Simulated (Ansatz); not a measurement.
**SnSe2 (P-3m1): a many-body input that goes wrong, and its mend**

Aim: the G0W0 gap of SnSe2 (P-3m1). The first input has a fault.

Method: G0W0 on PBE, plane waves, PAW; PAW set soft_1, in Ansatz 0.2.0.

## 1. Starting point

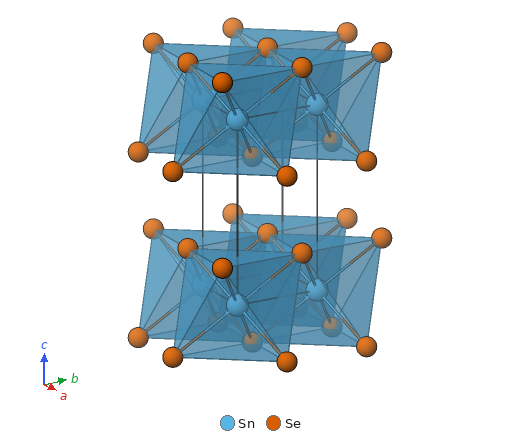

Start, viewed slightly off an axis; tin blue, selenium orange. Some periodic images of atoms are drawn too.

Structure file:

```cif
data_structure
_symmetry_space_group_name_H-M 'P 1'
_symmetry_Int_Tables_number 1
_cell_length_a 3.8110
_cell_length_b 3.8110
_cell_length_c 6.1360
_cell_angle_alpha 90.000
_cell_angle_beta 90.000
_cell_angle_gamma 120.000
_cell_volume 77.18
loop_
_atom_site_label
_atom_site_type_symbol
_atom_site_fract_x
_atom_site_fract_y
_atom_site_fract_z
_atom_site_occupancy
Sn1 Sn 0.00000 0.00000 0.00000 1
Se2 Se 0.33333 0.66667 0.26144 1
Se3 Se 0.66667 0.33333 0.73856 1
```

Geometry: measured cell, ions relaxed with PBE. The runs that relaxed it are not among those shown.

## 2. First try

File input.yaml:

```yaml
crystal:
  lattice:
    - [3.811, 0.0, 0.0]
    - [-1.9055, 3.3004228138, 0.0]
    - [0.0, 0.0, 6.136]
  atoms:
    - { symbol: Sn, position: [0.0, 0.0, 0.0] }
    - { symbol: Se, position: [0.3333333333, 0.6666666667, 0.2614399677] }
    - { symbol: Se, position: [0.6666666667, 0.3333333333, 0.7385600323] }
kpoints:
  mp_grid: { grid: [2, 2, 2] }
hamiltonian:
  xc: pbe
  pseudopotentials: { kind: paw, azcp: { folder: soft_1 } }
scf:
  occupations: { method: fixed }
gw:
  n_empty_bands: 125
  ecut_chi: 80
  qp_bands: [v2, c2]
  qp_kpoints: band_edges
  screening: { model: contour_deformation }
```

On the command line:

```
$ ansatz run input.yaml --threads 3 --pin off --max-ram 92160MiB --backend cuda --events-out ev --progress --plain --runs-dir out --devices 1 --max-vram 13GiB
```

Numbers of over 12 decimals in the logs are rounded to 6 here.

What it wrote:

```text
GPUs: using 1 of 1 available (devices: 1).
Engine: ansatz 0.2.0, x86_64-unknown-linux-gnu
Pseudopotentials: kind: paw
Pseudopotential: Sn, paw, valence charge 14, recommended cutoff 420 eV (normal), soft_1/Sn.paw.azcp
Pseudopotential: Se, paw, valence charge 16, recommended cutoff 420 eV (normal), soft_1/Se.paw.azcp
Functional definition: PBE
  parameter kappa = 0.804
  parameter beta = 0.066725
  exchange = pbe_x(kappa = kappa, mu = beta*pi^2/3)
  correlation = pbe_c(beta = beta)
concurrent solve slots: 2 of 3 are kept, ahead of what memory takes: no pass of the eigensolver takes more rounds on 2
device memory: the entry about to start is reckoned to put 0.8 GiB on a device that reports 54.1 GiB free (of which the cap on the GPU budget leaves the run 13.0 GiB)
GPU FFT provider: cuFFT
GPU libraries: cuBLAS 13.8.2, cuFFT 12.4.0, cuSOLVER 12.3.4
Crystal: 3 atoms, lattice volume = 77.178 Å³
Basis set: ecut = 420 eV, 1485 PW (Γ)
Bands: 28, of which v1, the nominal top of the filled ones, is band 23 counted from 1 (22 counted from 0)
Symmetry: 12 space group operations
Space group: P-3m1 (ITA 164), of the structure as read, at distance tolerance 4.3e-5 Å
k-points: 4 of 8
Non-local potential: Sn, projectors of the file, l = 0: 2, l = 1: 2, l = 2: 2, l = 3: 1
Non-local potential: Se, projectors of the file, l = 0: 2, l = 1: 2, l = 2: 3, l = 3: 1
PAW form: soft (Blöchl's): semilocal exchange-correlation on the pseudo side does not see the compensation charge
PAW one-centre angular grid: Sn, 590 points (default); XC on 64 Gauss nodes
PAW one-centre angular grid: Se, 590 points (default); XC on 64 Gauss nodes
Initial density: superposition of atomic densities (chi_scale 0.1, normalization cell, long waves kept (reshape's long-wave potential 0.10 eV rms))
Initial wavefunctions: pseudopotential atomic-orbital guess
GPU buffer pool allocated for 32805 grid points (all kernels)
GPU transforms: local potential and band sums: pruned to the plane-wave sphere, on 25×25×45
Functional: x = pbe(κ = 0.804, μ = 0.219515), c = pbe(β = 0.066725)
SCF iter   1: F=—  HF=-16962.076852 eV  |F-HF|=—  |Δ(HF+E_count)|=         —  Δρ=3.43e-2  dr2=1.52e0  ethr=3.10e-3  ⟨swp⟩=5.0  Hψ=406  notcnv=0  defer=11
preconditioner: auto → Resta (q_TF=auto, 2.503 Å⁻¹)  ε∞=4.3  [insulator: Δε(μ)=0.635 eV  Ē_g=9.275 eV  n_scr=22 (ndim 8)  ℏωp=16.9 eV  f_vac=0.027  ε∞_Penn≈4.3]
SCF iter   2: F=—  HF=-16961.800081 eV  |F-HF|=—  |Δ(HF+E_count)|=   2.77e-1  Δρ=1.87e-2  dr2=2.98e-1  ethr=3.10e-3  ⟨swp⟩=2.0  Hψ=159  notcnv=0  defer=7
SCF iter   3: F=—  HF=-16961.755825 eV  |F-HF|=—  |Δ(HF+E_count)|=   4.43e-2  Δρ=5.12e-3  dr2=2.15e-2  ethr=6.48e-4  ⟨swp⟩=2.0  Hψ=136  notcnv=0  defer=12
SCF iter   4: F=—  HF=-16961.760577 eV  |F-HF|=—  |Δ(HF+E_count)|=   4.75e-3  Δρ=1.27e-3  dr2=1.69e-3  ethr=4.68e-5  ⟨swp⟩=2.0  Hψ=206  notcnv=0  defer=12
SCF iter   5: F=—  HF=-16961.761656 eV  |F-HF|=—  |Δ(HF+E_count)|=   1.08e-3  Δρ=6.22e-4  dr2=2.80e-4  ethr=3.68e-6  ⟨swp⟩=2.0  Hψ=208  notcnv=0  defer=12
SCF iter   6: F=—  HF=-16961.762237 eV  |F-HF|=—  |Δ(HF+E_count)|=   5.81e-4  Δρ=1.57e-4  dr2=2.30e-5  ethr=6.09e-7  ⟨swp⟩=2.0  Hψ=208  notcnv=0  defer=12
SCF iter   7: F=—  HF=-16961.762287 eV  |F-HF|=—  |Δ(HF+E_count)|=   4.93e-5  Δρ=4.74e-5  dr2=1.44e-6  ethr=5.01e-8  ⟨swp⟩=2.0  Hψ=209  notcnv=0  defer=7
SCF iter   8: F=-16961.762293 eV  HF=-16961.762292 eV  |F-HF|=3.27e-7  |Δ(HF+E_count)|=   5.83e-6  Δρ=1.01e-5  dr2=9.02e-8  ethr=2.17e-10  ⟨swp⟩=8.2  Hψ=542  notcnv=0
SCF 1 converged in 8 iterations: F = -16961.762293 eV  dr2 = 9.02e-8
[...]
concurrent solve slots: 2 of 3 are kept, ahead of what memory takes: no pass of the eigensolver takes more rounds on 2
device memory: the entry about to start is reckoned to put 1.1 GiB on a device that reports 56.3 GiB free (of which the cap on the GPU budget leaves the run 13.0 GiB)
NSCF: frozen V_eff on 4 k-points
[...]
concurrent solve slots: 2 of 3 are kept, ahead of what memory takes: no pass of the eigensolver takes more rounds on 2
device memory: the entry about to start is reckoned to put 2.1 GiB on a device that reports 57.3 GiB free (of which the cap on the GPU budget leaves the run 13.0 GiB)
NSCF: frozen V_eff on 4 k-points
G₀W₀ screening: q 1/4
[... further progress lines ...]
device memory: the entry about to start is reckoned to put 0.4 GiB on a device that reports 59.2 GiB free (of which the cap on the GPU budget leaves the run 13.0 GiB)
NSCF: frozen V_eff on 1 k-points
device memory: the entry about to start is reckoned to put 0.4 GiB on a device that reports 59.2 GiB free (of which the cap on the GPU budget leaves the run 13.0 GiB)
NSCF: frozen V_eff on 1 k-points
device memory: the entry about to start is reckoned to put 0.4 GiB on a device that reports 59.2 GiB free (of which the cap on the GPU budget leaves the run 13.0 GiB)
NSCF: frozen V_eff on 1 k-points
device memory: the entry about to start is reckoned to put 0.4 GiB on a device that reports 59.1 GiB free (of which the cap on the GPU budget leaves the run 13.0 GiB)
NSCF: frozen V_eff on 1 k-points
SCF converged after 8 iterations
Free energy (F): -16961.762293 eV
Harris-Foulkes:  -16961.762292 eV  (|F-HF|=3.27e-7)
Internal energy: -16961.762293 eV  (E = F + TS)
E sigma→0 (E₀):  -16961.762293 eV
Fermi energy:    7.967207 eV
--- Per-component energies (eV) ---
  E_band       = -857.540826
  E_kinetic    = 394.275846
  E_local      = -6556.188737  (includes V_loc(G=0)·N_el)
  E_nonlocal   = -563.908042
  E_hartree    = 3416.364091
  E_xc         = -296.466690
  E_vxc        = -261.650608  (∫ρ·V_xc dr)
  E_paw        = -8631.649993  (= ΣΔE_a)
  E_vpaw       = -702.792596  (= ΣTr[D̂ρ^β])
  E_aug_tail   = -0.000477  (compensation charges beyond the density's cutoff)
  E_ewald      = -4724.188291
  E_smearing   = -0.000000  (= −TS)
  E_closure    = 0.000000  (closes the sum)
  Σ components = -16961.762293   (vs F -16961.762293, Δ=0.00e0)
--- Band table (eV) ---
  k-point 0: bands = [... 19 lower, 7.5281, 7.7522, 7.7522, 7.8937, 8.9450, 11.1377, 12.6411, 12.6411, ... 1 higher]
  k-point 1: bands = [... 19 lower, 7.3932, 7.3932, 7.9672, 7.9672, 10.5577, 11.0125, 12.3171, 12.3171, ... 1 higher]
  k-point 2: bands = [... 19 lower, 4.9235, 5.5636, 6.5354, 7.8250, 9.2176, 11.6760, 13.0921, 13.2198, ... 1 higher]
  k-point 3: bands = [... 19 lower, 5.7953, 5.9949, 7.0656, 7.3111, 8.7113, 11.9868, 12.6502, 13.7479, ... 1 higher]
--- G₀W₀: contour deformation, 7 samples at zero and on the imaginary axis and 1 off it, 8 q-points, 125 empty bands' worth ---
  eigenvalues of the whole cell's RPA ε∞ on this k-mesh (on a slab, of 1 + 4πα/V) = 36.4444, 40.0054, 40.0054; static W/v taken at q = 0 is 0.025116
  bands read: the sum over 148 bands ends inside a degenerate multiplet in 1 slot, whose members it reads at an even weight; the widest, k=1: bands 148 to 149 (counted from 1) at 1/2 each
  gw.qp_kpoints: band_edges: 4 of 4 stored k-points solved, in 1 pass; an edge of the gap read off the rows below is read off those points alone
    ik  band        ε_KS         Σx   Σc(E_QP)       V_xc       Z   E_QP_lin       E_QP  E_QP is
     0    22      7.7522   -18.5239     2.9159   -15.4376  0.6889     7.5801     7.5818  root
     0    23      7.8937   -17.4821     1.8755   -15.5115  0.7401     7.7985     7.7987  root
     0    24      8.9450   -10.9089    -4.0100   -15.1841  0.7576     9.2118     9.2102  root
     0    25     11.1377    -7.1569    -4.9181   -12.1667  0.7576    11.2298    11.2294  root
     1    22      7.9672   -18.6462     2.8128   -15.6550  0.7001     7.7874     7.7888  root
     1    23      7.9672   -18.6462     2.8128   -15.6550  0.7001     7.7874     7.7888  root
     1    24     10.5577   -11.1774    -4.6334   -16.0019  0.7118    10.7593    10.7487  root
     1    25     11.0125    -7.5200    -4.8782   -12.5195  0.7553    11.1341    11.1337  root
     2    22      6.5354   -15.7966     2.2355   -13.4817  0.7490     6.4584     6.4560  root
     2    23      7.8250   -18.2851     2.6461   -15.4790  0.6898     7.6633     7.6650  root
     2    24      9.2176   -11.0980    -3.5088   -14.6966  0.7256     9.3080     9.3074  root
     2    25     11.6760    -7.6202    -4.5682   -12.2590  0.7497    11.7475    11.7466  root
     3    22      7.0656   -16.5406     2.0197   -14.4031  0.7208     6.9449     6.9477  root
     3    23      7.3111   -17.8912     2.9195   -14.8506  0.6181     7.1896     7.1900  root
     3    24      8.7113   -11.0700    -3.2692   -14.4352  0.7401     8.8073     8.8072  root
     3    25     11.9868    -7.4149    -4.2628   -11.6666  0.7688    11.9757    11.9757  root
```

The job ended after 10 s (1 × NVIDIA H100 80GB HBM3 (shared by 6 runs) with 3 threads of AMD EPYC 7R13 (Zen 3), shared host; peak memory 1 GiB; 5.9 s of CPU time).

In the SCF lines HF is the Harris–Foulkes energy and dr2 the Hartree energy of the density residual, in eV; the loop may stop once dr2 is under the threshold and the program's other checks hold. Hψ counts applications of the Hamiltonian.

**What went wrong?**

The run ended normally, though the input holds a fault or crude settings.

The fault: G0W0 on a mesh far too coarse. So few points can't sample the density or the screening, and the band edges may lie elsewhere in the zone.

It printed a gap of 1.01 eV, which is an artefact of the settings.

## 3. A better input

G0W0 replaces the xc potential by the self-energy, built once from these orbitals. Only a window of levels is corrected, while the sums run over the empty bands that the input names. This step takes PAW set soft_1 files.

Edit input.yaml of step 2 so:

```diff
@@ -10,3 +10,3 @@
 kpoints:
-  mp_grid: { grid: [2, 2, 2] }
+  mp_grid: { grid: [6, 6, 4] }
 hamiltonian:
@@ -17,4 +17,4 @@
 gw:
-  n_empty_bands: 125
-  ecut_chi: 80
+  n_empty_bands: 230
+  ecut_chi: 120
   qp_bands: [v2, c2]
```

What it wrote:

```text
GPUs: using 1 of 1 available (devices: 1).
[...]
GPU FFT provider: cuFFT
GPU libraries: cuBLAS 13.8.2, cuFFT 12.4.0, cuSOLVER 12.3.4
Crystal: 3 atoms, lattice volume = 77.178 Å³
Basis set: ecut = 420 eV, 1485 PW (Γ)
Bands: 28, of which v1, the nominal top of the filled ones, is band 23 counted from 1 (22 counted from 0)
Symmetry: 12 space group operations
[...]
k-points: 24 of 144
[...]
GPU buffer pool allocated for 32805 grid points (all kernels)
[...]
SCF iter   1: F=—  HF=-16963.819844 eV  |F-HF|=—  |Δ(HF+E_count)|=         —  Δρ=3.23e-2  dr2=1.66e0  ethr=3.10e-3  ⟨swp⟩=5.0  Hψ=2578  notcnv=0  defer=67
[...]
SCF iter   8: F=-16963.419068 eV  HF=-16963.419068 eV  |F-HF|=1.94e-7  |Δ(HF+E_count)|=   4.23e-6  Δρ=7.68e-6  dr2=8.43e-8  ethr=2.17e-10  ⟨swp⟩=7.8  Hψ=3157  notcnv=0
SCF 1 converged in 8 iterations: F = -16963.419068 eV  dr2 = 8.43e-8
[...]
0    22      7.6111   -17.4925     1.6488   -15.4207  0.7215     7.1810     7.1883  root
     0    23      7.7880   -17.6626     1.6583   -15.5492  0.7305     7.3263     7.3331  root
     0    24      8.8794   -11.9369    -3.1384   -15.2112  0.7699     9.0155     9.0152  root
     0    25     11.0728    -8.1307    -4.0547   -12.2763  0.7749    11.1639    11.1637  root
     1    22      7.7348   -17.5248     1.5659   -15.5328  0.7261     7.3025     7.3088  root
     1    23      7.7348   -17.5248     1.5659   -15.5328  0.7261     7.3025     7.3088  root
     1    24      9.8595   -12.3035    -3.3000   -15.7335  0.7539     9.9900     9.9895  root
     1    25     11.0538    -8.4206    -4.0705   -12.5975  0.7730    11.1605    11.1602  root
[...]
23    22      7.5327   -17.3922     1.7299   -15.1997  0.7218     7.0616     7.0702  root
    23    23      7.5327   -17.3922     1.7299   -15.1997  0.7218     7.0616     7.0702  root
    23    24     10.1903   -11.9121    -3.8127   -15.8864  0.7150    10.3523    10.3518  root
    23    25     12.2199    -7.9741    -4.2169   -12.2840  0.7711    12.3130    12.3128  root
[key lines of the parts left out:]
SCF converged after 8 iterations
Free energy (F): -16963.419068 eV
Fermi energy:    7.889192 eV
```

The job ended after 40 s (1 × NVIDIA H100 80GB HBM3 (shared by 6 runs) with 3 threads; peak memory 1.5 GiB).

This step gave:

```yaml
bands_summed: 253
rpa_eps_infinity_on_this_mesh_eigenvalues: 11.01, 14.42, 14.42
plane_waves_in_the_screening_matrix: 245
q_points_in_the_mesh: 144
g0w0_gap_on_the_mesh: 1.168 eV
k_of_the_valence_top: 0, 0.1667, -0.25
k_of_the_conduction_bottom: 0, -0.5, -0.5
starting_gap_on_the_mesh: 0.7024 eV
z_at_the_valence_top: 0.7291
z_at_the_conduction_bottom: 0.7526
least_direct_g0w0_gap_on_the_computed_points: 1.682 eV
```

The gap on the mesh goes from 0.70 eV to 1.17 eV, a correction of +0.47 eV. Between the two edge states, bare exchange in place of the xc potential would open the gap by 4.81 eV, and correlation takes back 4.34 eV.

## 4. Outcome

| Quantity | Value |
| --- | --- |
| first try | converged after 10 s |
| better run | G0W0 gap on the mesh 1.17 eV (6×6×4 mesh, 230 empty bands, screening to 120 eV, PAW set soft_1 files) |

The second run differs in: mesh, empty bands and screening cutoff (eV). Bands and cutoff are finite, so the gap is not at the basis limit. The miss can reach some tenths of an eV and take either sign; the mesh is an error of its own. The 6×6×4 mesh is coarse for this cell (its supercell is 23 Å along the shortest edge). The RPA ε∞ on it, from the PBE start, is 11.01 and 14.42; such meshes misread the long-range screening, most where the gap is narrow. The many-body steps are scalar-relativistic: spin-orbit coupling is not in them.

[Paths, hosts, dates, memory and timing lines, banners, echoed tables and standing remarks are left out of the program output.]

[Logs are printed without paths, hosts, clocks, repeated set-up lines and the standing remarks that a program may print on its own settings, such as how far it seeks lower states.]

[Runs of the session that timed out or met a known fault of the program may be left out.]

[Cells called generated may have been cut or substituted from an entry of the Crystallography Open Database or the Materials Project.]

[Hosts, paths, dates, database ids (printed as entryN), source tags and the programs' standing remarks are cut or masked in the printed files.]
